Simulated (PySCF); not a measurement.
C3H10O3SSi

Input file:

```
{"job": {"kind": "nmr", "xc": "PBE0", "basis": "pcSseg-1"}, "charge": 0, "multiplicity": 1}
C      3.095074    -0.310131     0.999087
O      1.745839    -0.359490     0.630008
Si     0.841796     0.829557     0.016539
O      1.563135     1.451415    -1.294645
O     -0.556849     0.182981    -0.484114
C     -1.435900    -0.598400     0.272943
C     -2.681156    -0.891362    -0.546177
S     -3.610718     0.640059    -0.893224
H      3.696077     0.134437     0.204614
H      3.218875     0.283089     1.907879
H      3.427630    -1.332014     1.184471
H      0.603612     1.876730     1.007906
H      1.060546     1.937644    -1.941012
H     -1.707489    -0.068466     1.193271
H     -0.946493    -1.539791     0.547622
H     -3.360567    -1.541183     0.002262
H     -2.414874    -1.349636    -1.498631
H     -2.547298     1.314254    -1.320457
```

Command:

```sh
OMP_NUM_THREADS=1 python probes_run.py task.json out
```

Geometry: GFN2-xTB.

All numbers below come from PBE0/pcSseg-1, SCF density, gas phase, non-relativistic (PySCF).

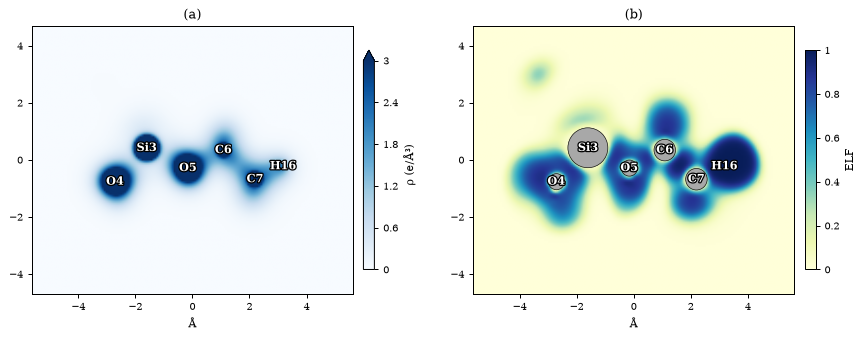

Figure 1. (a) electron density; (b) electron localisation function on the plane of atoms O4, Si3 and O5. Grey discs cover the atomic cores in the ELF map.

Q: What do the fields say about this system?

A: The plane passes through Si, O, C and H nuclei.
C–O (1.40 Å): ρ is about 2.1 e/Å³ halfway, with its minimum of 1.8 e/Å³ about 0.5 Å from C; the ELF peaks at about 0.90 between the atoms; a shared but strongly polarised pair.
C–C (1.52 Å): ρ at the midpoint is about 1.7 e/Å³; the ELF peaks at about 0.95 between the atoms; a covalent bond.
Si–O (1.62 Å): ρ at the midpoint is about 1.2 e/Å³; the ELF peaks at about 0.85 between the atoms: a short, strongly polar bond.
C–H (1.09 Å): ρ is about 2 e/Å³ halfway; the ELF climbs to about 1 towards the hydrogen, as it does in any bond to H (a covalent bond by its length).
The ELF also peaks beside O5 and O4, away from the bonds: lone-pair regions.

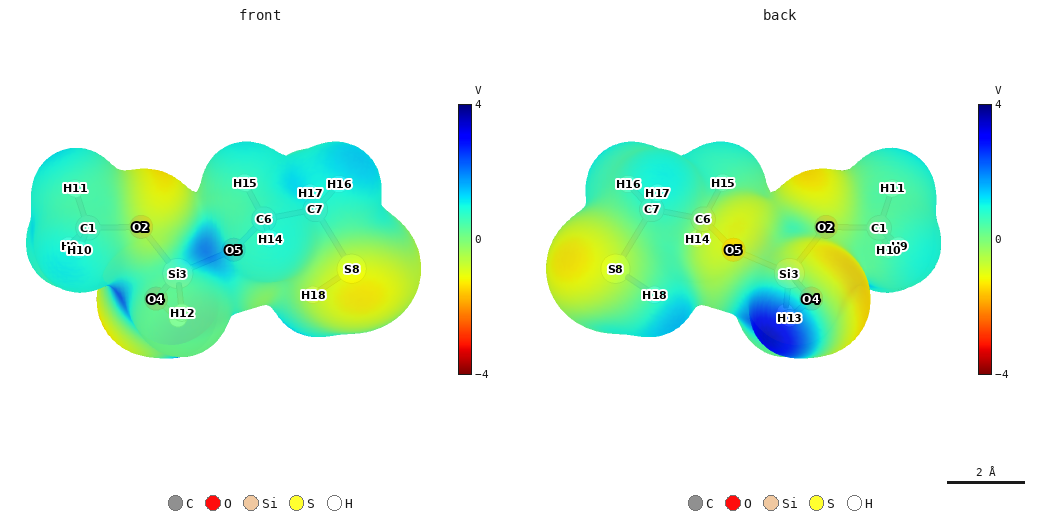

Figure 2. The electrostatic potential painted on the density surface at 0.004 e/bohr³, seen from the front and from behind; red is negative and blue positive.

Q: Describe the electrostatic potential map.

A: The most negative region (about −1.5 V, or −35 kcal/mol for a unit charge) lies over O4, the most positive (about +3.2 V, or +74 kcal/mol for a unit charge) over H13. O4 is the likeliest acceptor of a hydrogen bond.

Q: How polar is the molecule by this calculation?

A: Its dipole moment is 1.82 D.
